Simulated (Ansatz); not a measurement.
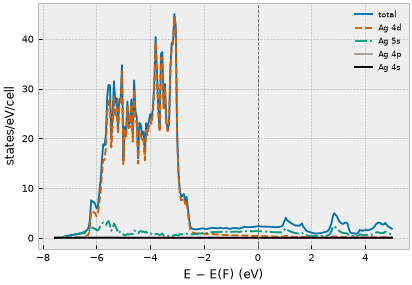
Figure. Total and projected density of states of Ag (A15 (β-W type), Pm-3n), the program Ansatz at the PBE level (PAW)

Task: Which orbitals carry the states next to the Fermi level?

Result: Within 0.5 eV of the Fermi level: Ag 5s 58 %, Ag 4d 16 %, outside the projected shells 25 %. Projections are on Löwdin-orthogonalised atomic valence shells; empty p or d shells of many metals are not among them.

Task: Where is the tallest occupied peak in this window, and what makes it?

Result: Near -3.1 eV, about 45 states/eV per cell; the largest projected share is Ag 4d.

The start of the workflow was typed in or built on a structure type; neither database checked (COD, Materials Project) lists it. It is not the phase usual at ambient conditions (space group No. 225). Symmetry was held in the PBE relaxation; whether a distortion lowers the energy is not shown. No spin polarisation was allowed. Scalar-relativistic: spin–orbit coupling is off unless named, which matters more the heavier the elements.

Potentials: the earlier of the program's two PAW sets.
